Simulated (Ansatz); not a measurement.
Structure of Si:

```cif
data_structure
_symmetry_space_group_name_H-M 'Fd-3m:1'
_symmetry_Int_Tables_number 227
_cell_length_a 5.4300
_cell_length_b 5.4300
_cell_length_c 5.4300
_cell_angle_alpha 90.000
_cell_angle_beta 90.000
_cell_angle_gamma 90.000
_cell_volume 160.10
loop_
_atom_site_label
_atom_site_type_symbol
_atom_site_symmetry_multiplicity
_atom_site_Wyckoff_symbol
_atom_site_fract_x
_atom_site_fract_y
_atom_site_fract_z
_atom_site_occupancy
Si1 Si 8 a 0.00000 0.00000 0.00000 1
```

It is based on the input geometry of an electronic-structure calculation (not necessarily at equilibrium).

Predict the first 4 clear peaks of the X-ray G(r) with σ = 0.08 Å, and name the atom pairs.

Answer. 1. 2.35 Å: Si–Si at 2.35 Å
2. 3.84 Å: Si–Si at 3.84 Å
3. 4.50 Å: Si–Si at 4.50 Å
4. 5.43 Å: Si–Si at 5.43 Å

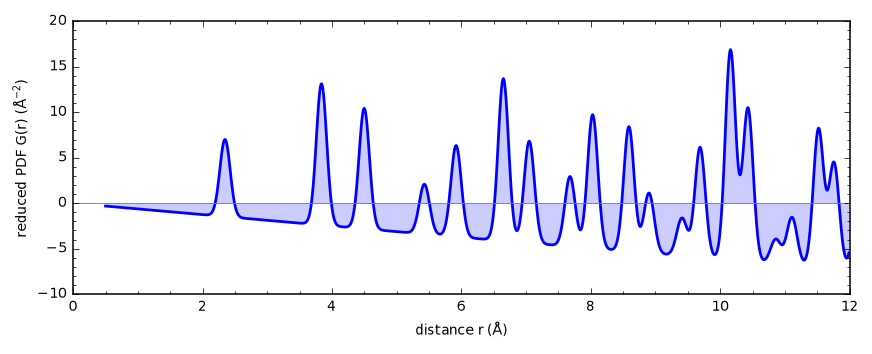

The curve is a calculated X-ray PDF: distances of the static structure, each pair weighted by the product of the atomic numbers (X-ray weights at Q = 0), broadened by Gaussians with σ = 0.08 Å, damped by exp(−(Q_damp r)²/2) with Q_damp = 0.020 Å⁻¹.
